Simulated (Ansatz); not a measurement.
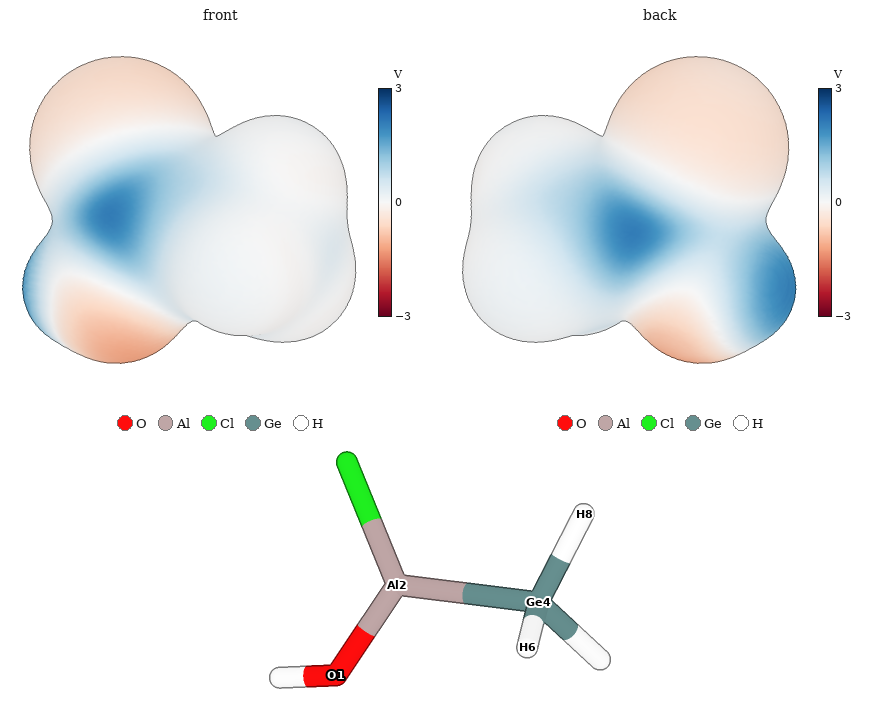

The picture shows: AlClGeH4O. The molecular electrostatic potential painted on the density surface at 0.001 e/bohr³, seen from the front and from behind; the colour scale runs from red (negative) to blue (positive). The bare structure is drawn below in the same view.

The calculation used RKS PBE0/def2-SVP (Ansatz).

```xyz
8

O     1.4867    1.5714   -0.4790
Al    0.8663    0.2610    0.4024
Cl    1.9651   -0.4519    2.0590
Ge   -1.2684   -0.7116   -0.3063
H     2.3025    2.0461   -0.3083
H    -2.3798    0.3565   -0.3051
H    -1.1696   -1.2700   -1.7396
H    -1.7106   -1.8586    0.6211
```

Question: Where is the surface potential most negative and most positive?

Answer: The most negative region (about −1.1 V) lies over O1, the most positive (about +2.0 V) over Al2 and H5. O1 is the likeliest acceptor of a hydrogen bond.
